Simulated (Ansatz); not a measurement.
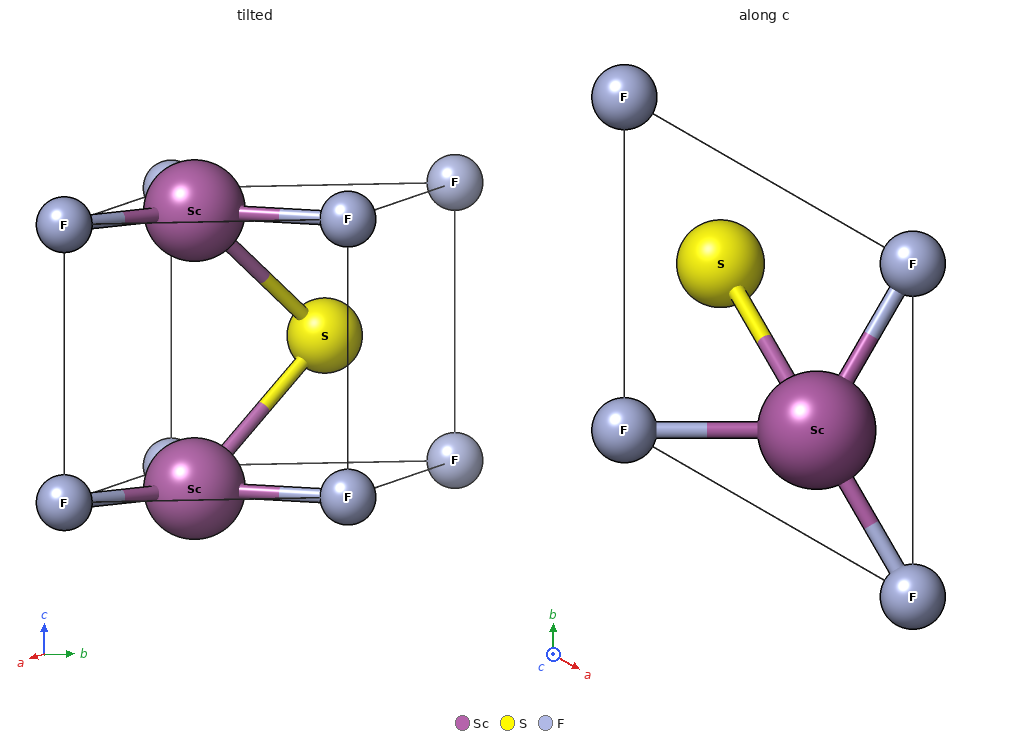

Ball-and-stick drawing of the structure, looking slightly off an axis and along the c axis. The lines enclose the conventional unit cell; boundary atoms appear with their images.

ScSF, space group P-6m2 (No. 187), a = 3.686 Å, b = 3.686 Å, c = 3.611 Å, α = 90.00°, β = 90.00°, γ = 120.00°. The initial geometry was a structure type filled with these elements by a generator (whether the compound takes this form wasn't checked). Earlier steps of the study may have refined or changed the cell and positions. It went into a calculation with Ansatz.

This one geometry was computed with Ansatz (DFT, plane waves, PAW) at four levels of theory: PBE+D3(BJ), LDA, HSE06 and r2SCAN.

Which level gives the highest pressure at this volume, and what does that say about its equilibrium volume?

Highest: r2SCAN (1.6 GPa), which points to the largest equilibrium volume. Lowest, with the smallest volume: LDA (-5.7 GPa). Levels within 0.5 GPa of each other can't be told apart.

How does the band gap change with the level of theory?

LDA: a gap of 0.97 eV, direct; PBE+D3(BJ): a gap of 1.09 eV, direct; r2SCAN: a gap of 1.48 eV, direct; HSE06: a gap of 2.16 eV, direct.

Collect the results in a table.

| level | cutoff (eV) | k-mesh of the run's cell | gap (eV) | pressure (GPa) |
| --- | --- | --- | --- | --- |
| PBE+D3(BJ) | 420 | 9×9×8 | 1.09 | 0.0 |
| LDA | 420 | 9×9×8 | 0.97 | -5.7 |
| HSE06 | 420 | 6×6×6 | 2.16 | 0.9 |
| r2SCAN | 500 | 9×9×8 | 1.48 | 1.6 |

Gaps are taken on the k-mesh or band path of each run.
